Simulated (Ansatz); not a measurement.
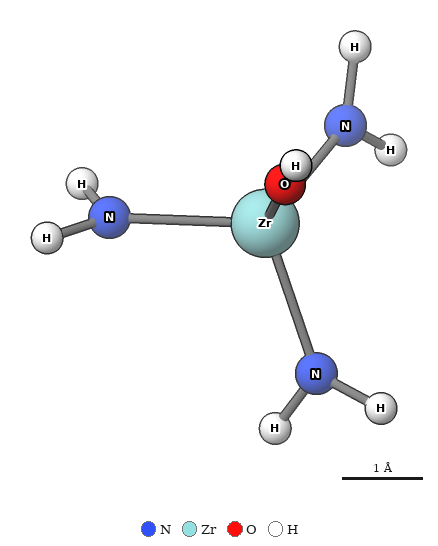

Figure 1. The structure as given in the input (ball-and-stick view, seen at a tilt). Sticks mark near contacts. Bond lengths as drawn: H–N 1.01 Å, H–O 0.95 Å, N–Zr 2.05 Å and O–Zr 1.93 Å.

# Single-point calculation of ZrN3H7O

ZrN3H7O, computed with RKS BLYP-D4/def2-TZVPP (Ansatz 0.2.0).

The geometry comes from this level: PBE0-D4/def2-TZVP.

**Input file**
```yaml
crystal:
  periodic: [false, false, false]
  atoms:
    - {symbol: N, position_ang: [1.022608, 1.041648, 1.309450]}
    - {symbol: Zr, position_ang: [-0.026051, 0.161577, -0.211401]}
    - {symbol: N, position_ang: [-1.834359, -0.394009, 0.568439]}
    - {symbol: N, position_ang: [0.963591, -1.564439, -0.689036]}
    - {symbol: O, position_ang: [-0.218131, 1.334534, -1.738200]}
    - {symbol: H, position_ang: [1.816971, 1.658143, 1.204554]}
    - {symbol: H, position_ang: [0.747272, 1.034004, 2.281456]}
    - {symbol: H, position_ang: [-2.092432, -1.339539, 0.813560]}
    - {symbol: H, position_ang: [-2.652828, 0.194132, 0.648013]}
    - {symbol: H, position_ang: [0.880842, -2.075732, -1.557263]}
    - {symbol: H, position_ang: [1.714938, -1.968551, -0.147850]}
    - {symbol: H, position_ang: [-0.322412, 1.918242, -2.481713]}
basis:
  gaussian: {orbitals: def2-TZVPP}
hamiltonian: {xc: {name: BLYP}, dispersion: d4}
output: {orbitals: {seedname: orbitals}}
```

Run as:
```bash
ansatz run in.yaml --threads 4 --pin off --events-out ev --progress --plain --max-ram 11315MiB
```

**The program's output**
```
Functional definition: BLYP
  name "BLYP"
  cite "Becke, Phys. Rev. A 38, 3098 (1988) doi:10.1103/PhysRevA.38.3098"
  cite "Lee, Yang & Parr, Phys. Rev. B 37, 785 (1988) doi:10.1103/PhysRevB.37.785"
  parameter beta = 0.0042
  parameter a = 0.04918
  parameter b = 0.132
  parameter c = 0.2533
  parameter d = 0.349
  exchange = b88_x(beta = beta)
  correlation = lyp_c(a = a, b = b, c = c, d = d)
1341 factors; their error is unknown
mean field evaluation 1: about -7875.5735 eV, gradient 1.5e2 eV
mean field evaluation 2: about -7637.8242 eV, gradient 3.3e2 eV
mean field evaluation 4: about -7913.5143 eV, gradient 4.3e1 eV
mean field evaluation 8: about -7917.3966 eV, gradient 3.2e-1 eV
mean field evaluation 16: about -7917.3884 eV, gradient 1.5e-4 eV
mean field -7917.38842939 eV, -290.9586581815 hartree, gradient 5.9e-5 eV, S^2 0.000000; 0 other end points of the search recorded, 0 dependent functions left out
reference -7917.38893441 eV, -290.9586767406 hartree; 24, 24 occupied and 254, 254 virtual orbitals, 1341 factors
Total energy: -7917.89395236 eV, -290.9772358078 hartree
```

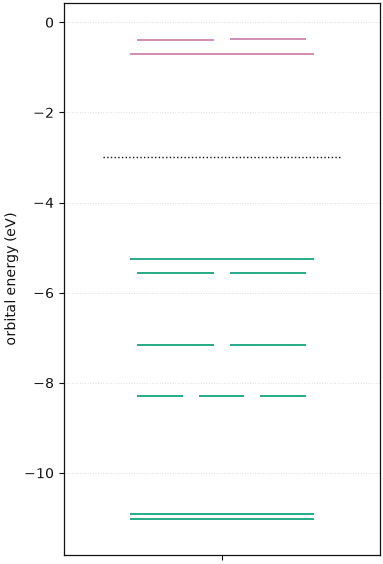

Figure 2. Orbital energies near the frontier; the dotted line parts filled from empty levels, and levels within 0.02 eV of each other stand side by side. Highest filled −5.25 eV, lowest empty −0.71 eV, 4.54 eV apart.

**Summary**

```tsv
quantity	value
outcome	converged
total energy	−7917.8940 eV
mean-field energy	−7917.3889 eV
dispersion energy	−0.5050 eV
SCF solution under orbital rotations	stable
HOMO	−5.25 eV
LUMO	−0.71 eV
hardware	4 threads of Arm Neoverse V1, 23 GiB of memory available, shared host
wall time	2.9 s (CPU time 11 s)
peak memory	0.36 GiB
```
